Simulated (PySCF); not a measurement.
# Cl5Sb, SMILES `Cl[Sb](Cl)(Cl)(Cl)Cl`: electronic structure

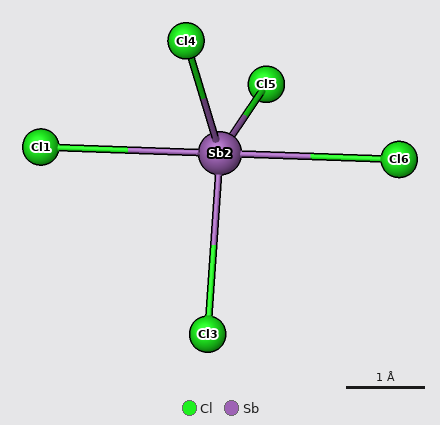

The molecule, with its atoms numbered as below. No frequency check shows the geometry to be a minimum.

Coordinates in Å:

```
Cl1      2.3903   -0.0009    0.0006
Sb2      0.0000   -0.0011   -0.0005
Cl3     -0.0004   -2.2732   -0.6061
Cl4      0.0016    1.6655   -1.6612
Cl5     -0.0015    0.6117    2.2702
Cl6     -2.3901    0.0002   -0.0019
```

## 1. Bonding charge

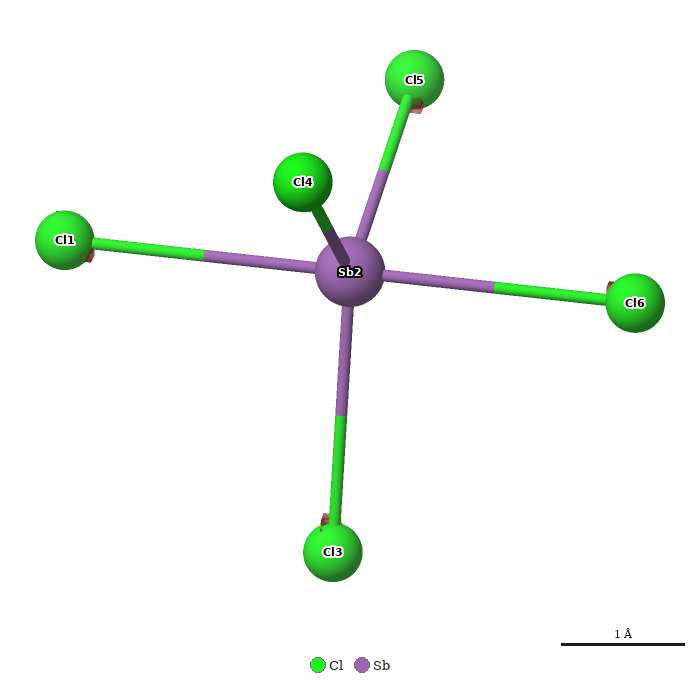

Deformation density (molecule less spherical, spin-averaged free atoms at the same positions), surfaces at ±0.3 e/Å³; blue: gain, red: loss.

Level of theory: B3LYP/def2-SVPD (PySCF), at a geometry from GFN2-xTB. Core potentials replace the inner electrons of Sb; spin–orbit coupling isn't included.

Question: Describe the bonding that the map shows.

Answer: Sb2–Cl6 and Cl1–Sb2: +0.03 e/Å³ at the bond critical point (bond length 2.39 Å). Sb2–Cl3, Sb2–Cl5 and Sb2–Cl4: +0.03 e/Å³ at the bond critical point (bond length 2.35 Å). In all, 1.5 electrons gather in the regions of gain relative to the promolecule. A small or negative value marks a very polar bond, one between electron-rich atoms, whose free-atom densities already overlap strongly, a long bond to a heavier atom, or a closed-shell contact such as a hydrogen bond.

Question: Where do the Hirshfeld charges lie?

Answer: The highest Hirshfeld charge is on Sb2 (+0.62 e), the lowest on Cl1 and Cl6 (−0.16 e).

```tsv
atom	charge (e)
Cl1	−0.16
Sb2	+0.62
Cl3	−0.10
Cl4	−0.10
Cl5	−0.10
Cl6	−0.16
```

## 2. Bond critical points

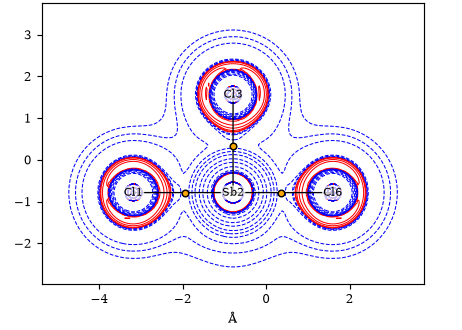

Negative Laplacian of the density (−∇²ρ) in the plane of Cl1, Sb2, Cl3 and Cl6 (solid red lines positive, dashed blue lines negative, contours at ±0.02 to ±8 a.u.), with bond paths and bond critical points (dots).

Question: At which bond critical points in this plane is charge locally concentrated, and at which depleted?

Answer: At none is it concentrated. Depleted (∇²ρ > 0): Sb2–Cl3 (+0.13 a.u., H = −0.025); Sb2–Cl6 and Cl1–Sb2 (+0.11 a.u., H = −0.024).

## 3. Electrostatic potential

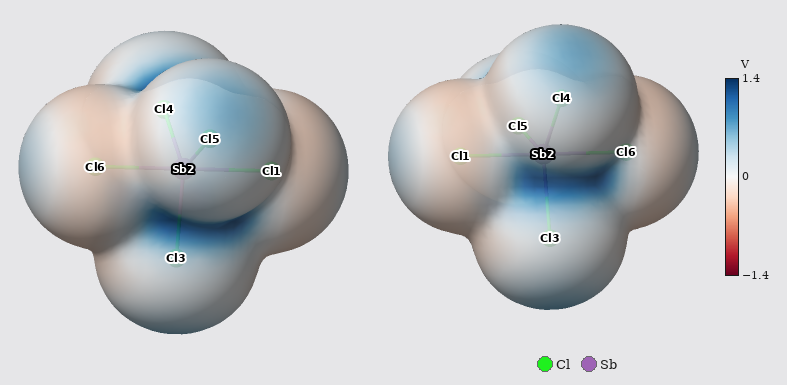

Electrostatic potential on the surface of electron density 0.001 a.u. (back view left, front view right).

Question: Where are the extremes of the potential on the surface?

Answer: Highest: 1.31 V, off the Sb2–Cl5 bond (2.3 to 2.4 Å from its atoms), and at like points elsewhere. Lowest: −0.28 V, 2.1 Å from Cl6, and at like points elsewhere. The surface is sampled at points, so like sites can differ by a few per cent and only the strongest of them is named.

## 4. In an electric field

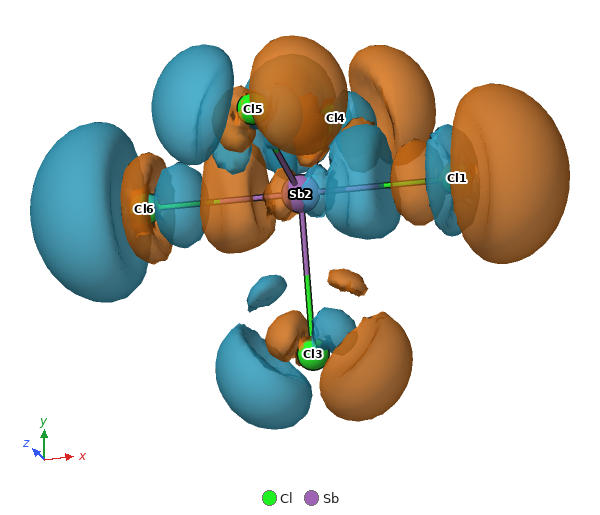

Change of the electron density in a uniform field of 0.21 V/Å, surfaces at ±0.0015 e/Å³ (light blue: gain, orange: loss).

Question: Along which Cartesian direction does the field point?

Answer: Along +x: electrons gather on the −x side, against the field.

Question: What dipole is induced, and what polarisability does it imply?

Answer: The induced dipole is 1.29 D (along the field); α along this axis, from the fields in both directions, is 127 bohr³ (18.8 Å³).

Question: Which atoms gain and lose the most charge?

Answer: Electrons gather most on Cl6 (Hirshfeld charge changes by −0.031 e) and leave Cl1 most (+0.032 e); 0.088 electrons are displaced in all.

The PySCF runs shown took 33 s and 77 s on 1 thread of Arm Neoverse V2, on a shared host.
